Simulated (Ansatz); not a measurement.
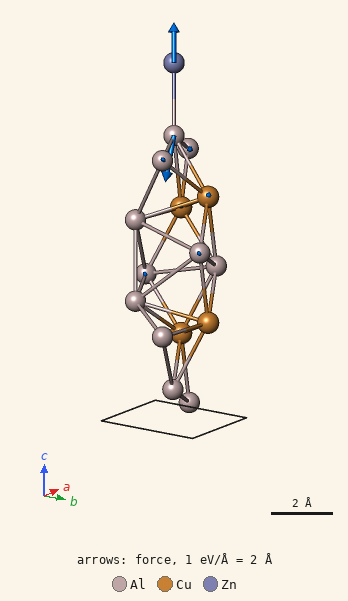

Starting geometry of a slab of composition Al₁₀ZnCu₄ (cut from the I4/mcm phase) with the computed forces as blue arrows. The picture is a ball-and-stick view of the cell of the calculation, outlined in the plane, without the vacuum (origin shifted), seen from a free direction.

Case: Zn put at a top Al site. The slab is the (1 1 0) face of Al2Cu with Zn on it. 6 atoms are held fixed.

Computed with DFT PBE+D3(BJ), scalar-relativistic, plane waves, PAW (Ansatz). Set-up: plane-wave cutoff 420 eV; k-point mesh 7 × 7 × 1; occupations gaussian; smearing width 0.1 eV; no spin polarisation; dipole correction; atoms relaxed in a fixed cell; force threshold 0.03 eV/Å; at most 70 steps.

**Is this structure relaxed? If not, where do the atoms go?**

It isn't relaxed: the largest force vector, on an Al atom, is 0.81 eV/Å. The final displacements have little in common with the starting forces (cosine between the two patterns 0.13). After 12 accepted moves (14 points after the start) the energy has fallen by 0.176 eV per cell of the calculation. Largest force component: 0.79 eV/Å at the start, 0.021 eV/Å at the end. The line search rejected the trial step at point 3 of the run. 1 step only repeated the SCF at the same geometry. The forces were under the threshold at step 6, but the run went on from there. The largest move is that of the Zn atom, 1.39 Å at 78° to the normal (+c side). Largest moves by element: Zn 1.39 Å, Al 0.07 Å, Cu 0.01 Å. The cell stays as it was. Some distances before and after: Al–Zn 3.675 → 3.061 Å, Al–Zn 2.440 → 3.044 Å, Al–Al 2.909 → 2.943 Å, Al–Al 3.114 → 3.088 Å. Bond angles that change, for instance: Cu–Al–Cu 138.7° → 136.4°.

Limits of the set-up: the periodic images lie only 4.8 Å apart, so the values are limited by the cell's size.
